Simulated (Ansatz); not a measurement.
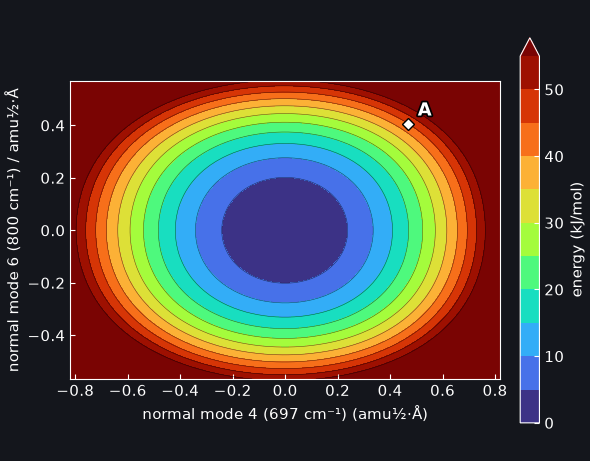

C2H3Si, SMILES [C]1=C[SiH2]1, spin multiplicity 2. The first coordinate is: normal mode 4 (697 cm⁻¹); the second: normal mode 6 (800 cm⁻¹). Nothing is relaxed (straight displacements along the two mass-weighted modes). The scan uses a 15 × 15 grid; 120 points were computed and 105 follow by symmetry. Points are written as (first, second). Energies are in kJ/mol, from the lowest grid point. Computed with Ansatz, UHF/def2-TZVP.

The picture shows filled contours, one colour for all values above the top of the scale, the point A. Between grid points the surface is interpolated.

Question: Is A at rest? If not, where is it pushed?

Answer: A, at (0.468 amu½·Å, 0.406 amu½·Å), is not a stationary point. The computed force is 90 kJ/mol for each amu½·Å towards smaller values of normal mode 4 (697 cm⁻¹) and 143 kJ/mol for each amu½·Å towards smaller values of normal mode 6 (800 cm⁻¹).
